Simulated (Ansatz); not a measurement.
Process, species as SMILES: N#N (N2) → 2 N atom
B3LYP-D3(BJ)/def2-TZVP geometries, fixed; electronic energies without zero-point terms.

Basis-set convergence of the atomisation energy at PBE with Ansatz (a first-principles code). Cartesian d functions, on some or all atoms, in 6-31G**; all else is spherical. The program fits the integrals of some runs and decomposes those of others, by size. Open shells are unrestricted. No added dispersion term, no relativity. Functions are those of the species that has most. Reference: the value in aug-cc-pV5Z, 243.72 kcal/mol, itself unsure by roughly 0.10 kcal/mol (its mean distance from pcseg-4, aug-pcseg-3, aug-cc-pVQZ). Deviations are taken from unrounded values.

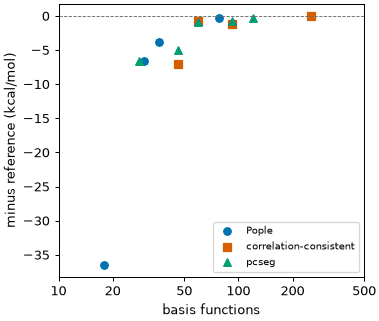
Figure: Deviation from the reference against the number of basis functions, by family of sets.

| basis | functions | atomisation energy (kcal/mol) | minus reference (kcal/mol) |
|---|---|---|---|
| 6-31G | 18 | 207.29 | -36.43 |
| pcseg-1 | 28 | 237.18 | -6.53 |
| 6-31G** | 30 | 237.11 | -6.61 |
| 6-311G** | 36 | 239.84 | -3.87 |
| aug-cc-pVDZ | 46 | 236.72 | -7.00 |
| aug-pcseg-1 | 46 | 238.68 | -5.04 |
| cc-pVTZ | 60 | 242.95 | -0.76 |
| pcseg-2 | 60 | 242.81 | -0.91 |
| 6-311++G(3df,3pd) | 78 | 243.37 | -0.34 |
| aug-cc-pVTZ | 92 | 242.61 | -1.11 |
| aug-pcseg-2 | 92 | 243.02 | -0.69 |
| pcseg-3 | 120 | 243.36 | -0.36 |
| aug-cc-pV5Z | 254 | 243.72 | 0.00 |
